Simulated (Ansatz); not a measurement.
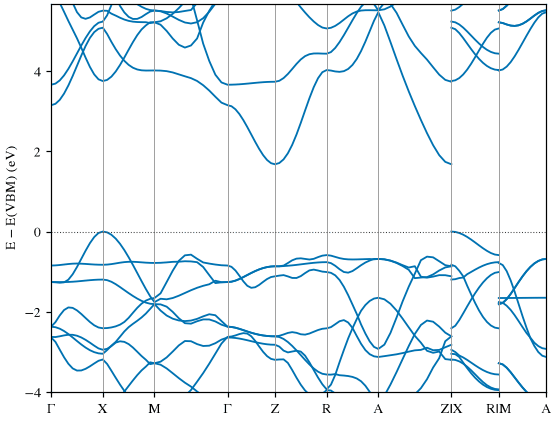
Fig. 1. Band structure from plane-wave PAW r²SCAN (Ansatz code)

Read off the gap and where the band edges lie.

About 1.7 eV (1.68 eV by a search for the band edges); maximum at X, minimum at Z.

Pick the material that matches.
(A) BiBrO, P4/nmm (Bi on 2c, Br on 2c, O on 2a)
(B) CoBiO3, P4mm (Co on 1b, Bi on 1a, O on 2c, O on 1b)
(C) TiO2, rutile
(D) ZrGeO3, P4mm (Zr on 1b, Ge on 1a, O on 2c, O on 1b)

D, ZrGeO3, P4mm (Zr on 1b, Ge on 1a, O on 2c, O on 1b)

The start of the workflow was typed in or built on a structure type; neither database checked (COD, Materials Project) lists it. Whether it is the stable phase at ambient conditions was not checked. Symmetry was held in the r²SCAN relaxation; whether a distortion lowers the energy is not shown. The run is not spin-polarised. Scalar-relativistic: spin–orbit coupling is off unless named, which matters more the heavier the elements.

Potentials: the later of the program's two PAW sets.
